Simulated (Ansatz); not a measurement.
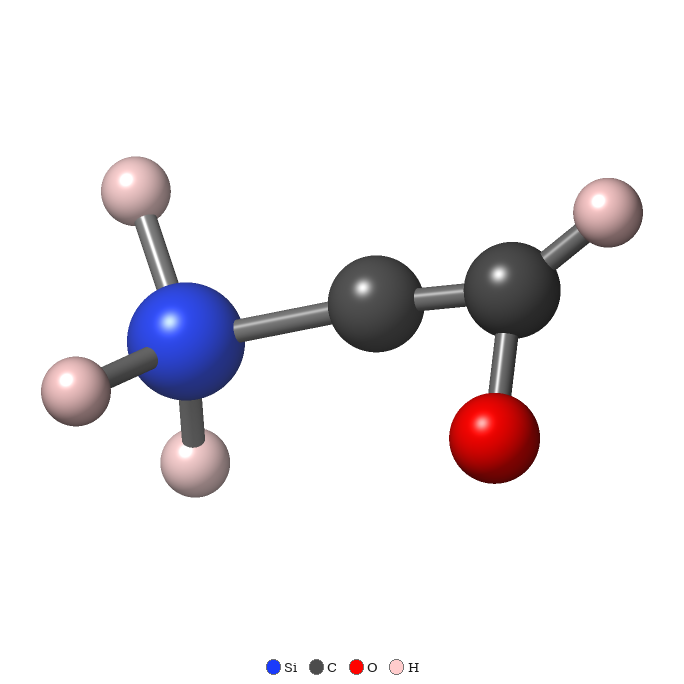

Starting geometry of the run.

The calculation was set up as follows.

```yaml
crystal:
  periodic: [false, false, false]
  atoms:
    - {symbol: Si, position_ang: [-0.218303, 1.192347, -0.463291]}
    - {symbol: C, position_ang: [0.277902, -0.431923, 0.171325]}
    - {symbol: C, position_ang: [0.516541, -1.619780, 0.622905]}
    - {symbol: O, position_ang: [-0.792007, -1.763058, 0.567968]}
    - {symbol: H, position_ang: [-0.917934, 1.054308, -1.764492]}
    - {symbol: H, position_ang: [-1.104560, 1.884064, 0.505056]}
    - {symbol: H, position_ang: [1.049542, 1.945754, -0.634414]}
    - {symbol: H, position_ang: [1.281019, -2.318714, 0.939343]}
basis:
  gaussian: {orbitals: ANO-RCC-VTZP}
total_charge: 1
magnetization: {spin_polarized: true, initial_magnetization: 1}
hamiltonian: {xc: {name: wB97X-V}}
output: {forces: true}
```

It was started with:

```sh
ansatz run in.yaml --threads 2 --pin off --events-out ev --progress --plain --max-ram 4352MiB
```

Output:

```
Functional definition: wB97X-V
  name "wB97X-V"
  cite "Mardirossian & Head-Gordon, Phys. Chem. Chem. Phys. 16, 9904 (2014) doi:10.1039/C3CP54374A"
  cite "Becke, J. Chem. Phys. 107, 8554 (1997) doi:10.1063/1.475007"
  cite "Vydrov & Van Voorhis, J. Chem. Phys. 133, 244103 (2010) doi:10.1063/1.3521275"
  parameter omega = 0.3/bohr
  parameter cx = 0.167
  parameter cx1 = 0.603
  parameter cx2 = 1.194
  parameter css0 = 0.556
  parameter css1 = -0.257
  parameter cos0 = 1.219
  parameter cos1 = -1.850
  parameter b = 6.0
  parameter c = 0.01
  exchange = spin_sum(e_x_unif_sr(omega)*poly(b97_u_x, 1 - cx, cx1, cx2)) + cx*exact_x_sr(omega) + exact_x_lr(omega)
  correlation = spin_sum(e_c_pw_same_spin*poly(b97_u_same, css0, css1))
      + integral(e_c_pw_opposite_spin*poly(b97_u_opposite, cos0, cos1)) + vv10(b, c)
1208 factors; their error is unknown
338 factors; integrals over basis functions are off by at most 1.1e-5 eV
mean field evaluation 1: about -12060.3489 eV, gradient 4.5e1 eV
mean field evaluation 2: about -12045.5544 eV, gradient 7.7e1 eV
mean field evaluation 4: about -12069.2921 eV, gradient 4.5e0 eV
mean field evaluation 8: about -12069.4803 eV, gradient 1.4e-1 eV
mean field evaluation 16: about -12069.5216 eV, gradient 4.4e-3 eV
mean field -12069.52162803 eV, -443.5467388143 hartree, gradient 8.1e-5 eV, S^2 0.768350; 0 other end points of the search recorded, 0 dependent functions left out
the calculation of the forces begins
reference -12069.52162600 eV, -443.5467387398 hartree; 19, 18 occupied and 161, 162 virtual orbitals, 1208 factors
Total energy: -12069.52162600 eV, -443.5467387398 hartree
Relativity: scalar
Atom 0 at    -0.218303     1.192347    -0.463291 Å, force    -0.726494     2.844088    -1.097162 eV/Å
Atom 1 at     0.277902    -0.431923     0.171325 Å, force    -1.585457    -0.457796     0.036740 eV/Å
Atom 2 at     0.516541    -1.619780     0.622905 Å, force    -0.129771    -2.678035     0.963199 eV/Å
Atom 3 at    -0.792007    -1.763058     0.567968 Å, force     2.072871     1.686991    -0.443621 eV/Å
Atom 4 at    -0.917934     1.054308    -1.764492 Å, force     0.144838    -0.455171     0.163884 eV/Å
Atom 5 at    -1.104560     1.884064     0.505056 Å, force     0.142582    -0.445392     0.188729 eV/Å
Atom 6 at     1.049542     1.945754    -0.634414 Å, force     0.068180    -0.384011     0.145853 eV/Å
Atom 7 at     1.281019    -2.318714     0.939343 Å, force     0.013251    -0.110675     0.042379 eV/Å
Dipole moment:     0.487707    -0.241326     0.127807 e Å
```

Self-consistency was reached.
